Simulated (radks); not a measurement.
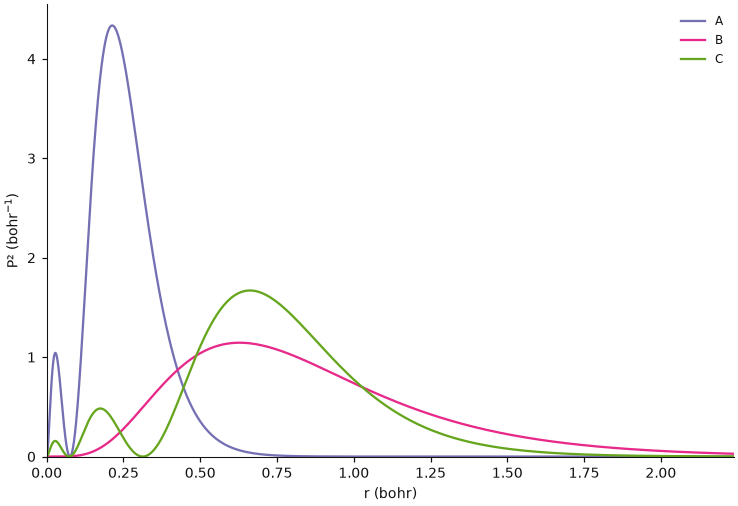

System: the cobalt ion Co⁺, configuration [Ar] 3d4 4s2 4p2. All numbers are computed, not measured: scalar-relativistic Kohn-Sham, PBEsol, spin-unpolarised, spherical densities, point nucleus (the in-house radial solver radks).

The plot shows the radial probability densities P² of 3d, 3s and 2s.

### Which curve belongs to which orbital?

A is 2s; B is 3d; C is 3s. 2s: outer maximum at 0.213 bohr, ⟨r⟩ = 0.256 bohr, 1 node, eigenvalue −937.6 eV; 3s: outer maximum at 0.662 bohr, ⟨r⟩ = 0.755 bohr, 2 nodes, eigenvalue −136.5 eV; 3d: outer maximum at 0.628 bohr, ⟨r⟩ = 0.861 bohr, 0 nodes, eigenvalue −39.8 eV.
